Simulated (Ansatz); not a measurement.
**Abstraction of H: GeH2F2 + C2H3Cl2Si → GeHF2 + C2H4Cl2Si**

Species: GeH2F2 (difluorogermane) `[F][GeH2][F]`, singlet; C2H3Cl2Si `[H]/[C]=C/[SiH](Cl)Cl`, doublet; GeHF2 `[F][GeH][F]`, doublet; C2H4Cl2Si `C=C[SiH](Cl)Cl`, singlet. A radical takes H: the energy is the difference in strength between the Ge–H bond broken and the C–H bond made.

Shapes, held fixed at every level: PBE0-D4/def2-TZVP. Flexible molecules stand in one conformer, not always the lowest. Programs: Ansatz 0.2.0. The zero-point and thermal change to 298 K, harmonic and unscaled (PBE0-D4/def2-TZVP), is +11.9 kJ/mol.

```json
{"level": "HF/def2-SVP", "kind": "Hartree–Fock", "ΔH(298 K) (kJ/mol)": "-57.5"}
{"level": "HF/def2-TZVPP", "kind": "Hartree–Fock", "ΔH(298 K) (kJ/mol)": "-62.0"}
{"level": "r2SCAN-D4/def2-TZVPP", "kind": "meta-GGA", "ΔH(298 K) (kJ/mol)": "-93.2"}
{"level": "r2SCAN0-D4/def2-TZVPP", "kind": "global hybrid", "ΔH(298 K) (kJ/mol)": "-89.7"}
{"level": "wB97M-V/def2-TZVPP", "kind": "range-separated hybrid", "ΔH(298 K) (kJ/mol)": "-105.2"}
{"level": "wB97X-V/def2-TZVPP", "kind": "range-separated hybrid", "ΔH(298 K) (kJ/mol)": "-96.3"}
{"level": "B2PLYP/def2-TZVPP", "kind": "double hybrid", "ΔH(298 K) (kJ/mol)": "-99.5"}
```

B2PLYP/def2-TZVPP gives ΔH(298 K) = -99.5 kJ/mol; the levels span -105.2 to -57.5. The median of the levels is -93.2. No measured value is set beside it here. Spin contamination: C2H3Cl2Si (⟨S²⟩ up to 0.92). Open shells run unrestricted. Relativity is left out for Ge. Outer-core shells of Ge are correlated, in sets that cover them unevenly.

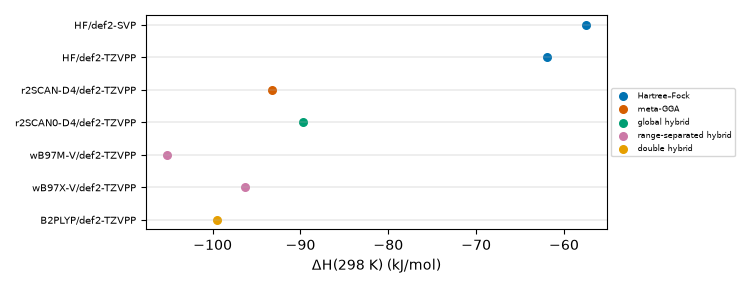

The values of the table, level by level.
